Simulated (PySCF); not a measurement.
```xyz
18

Si    1.2392   -0.7507   -1.6997
H     2.0360   -1.7902   -2.4260
H     1.2255    0.5011   -2.5225
Si   -0.9720   -1.4712   -1.3742
H    -0.9687   -2.6434   -0.4415
H    -1.5947   -1.8937   -2.6688
Si   -2.1911    0.2747   -0.3869
H    -2.0920    1.4918   -1.2544
H    -3.6352   -0.0959   -0.2467
Si   -1.2449    0.7544    1.7075
H    -2.0420    1.7951    2.4312
H    -1.2327   -0.4963    2.5320
Si    0.9670    1.4729    1.3831
H     0.9629    2.6458    0.4509
H     1.5908    1.8948    2.6773
Si    2.1845   -0.2740    0.3956
H     3.6298    0.0924    0.2573
H     2.0814   -1.4906    1.2634
```

Geometry: PBE0-D3(BJ)/def2-SVP.

Level of theory: B3LYP/def2-SVPD, SCF density, gas phase in PySCF.

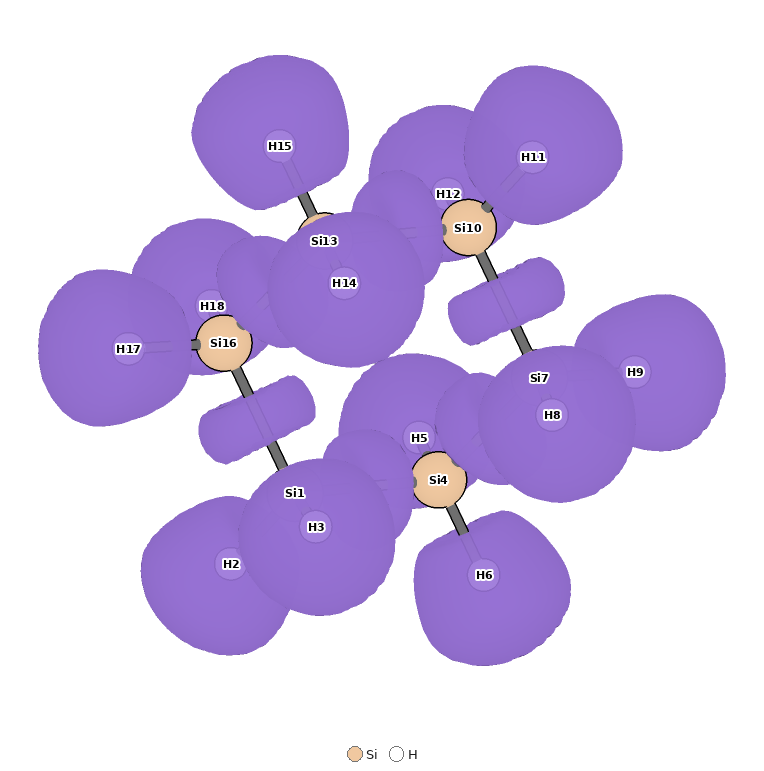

H$_{12}$Si$_{6}$. Isosurface of the ELF at 0.75 (purple), seen at a tilt. Only the valence region is drawn (cores and ρ < 0.01 e/Å³ removed).

What do the ELF domains correspond to?

Answer. At this value the surface marks out six regions between bonded Si–Si atoms (shared pairs) and twelve regions around hydrogen nuclei. Along the contacts the grid gives the following. Si–Si (2.35 Å): the ELF peaks at about 1 between the atoms (a shared electron pair). Si–H (1.50 Å): the ELF climbs to about 1 towards the hydrogen, as it does in any bond to H.
